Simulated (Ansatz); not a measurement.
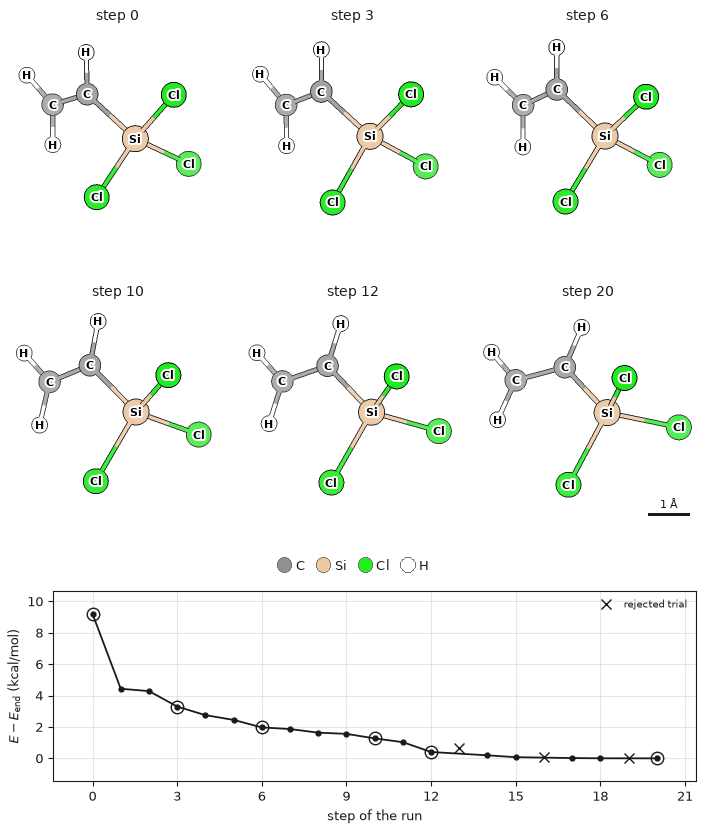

Frames of a relaxation of C2H3Cl3Si (coarse preliminary run), marked on the history of the run. A ball-and-stick model, seen from a free direction.

The start comes from a force field.

These are results of RKS PBE-D4/def2-SVP (Ansatz), not measurements. Set-up: force threshold 0.03 eV/Å; at most 200 steps.

Describe the path.

An H atom moves most after the best rigid fit: 1.12 Å. Largest moves by element: H 1.12 Å, Cl 0.69 Å, C 0.35 Å, Si 0.10 Å. Among the contacts that change: Cl–Si 1.953 → 2.069 Å, Cl–Si 2.023 → 2.068 Å, C–C 1.313 → 1.347 Å, C–H 1.071 → 1.103 Å. Bond angles that change, for instance: C–C–Si 129.4° → 123.6°, C–C–H 114.2° → 119.8°, Cl–Si–Cl 113.5° → 108.9°. Groups turn about C–Si by about 60°. Over 17 accepted moves (20 points after the start) the energy falls by 9.21 kcal/mol. The largest force component goes from 2.4 to 0.004 eV/Å. The line search rejected the trial steps at points 13, 16, 19 of the run. From step 0 to 3: a Cl atom moves most (0.14 Å), energy −5.90 kcal/mol. From step 3 to 6: an H atom moves most (0.11 Å), energy −1.33 kcal/mol. From step 6 to 10: an H atom moves most (0.47 Å), energy −0.70 kcal/mol. From step 10 to 12: an H atom moves most (0.30 Å), energy −0.87 kcal/mol. From step 12 to 20: an H atom moves most (0.33 Å), energy −0.41 kcal/mol.
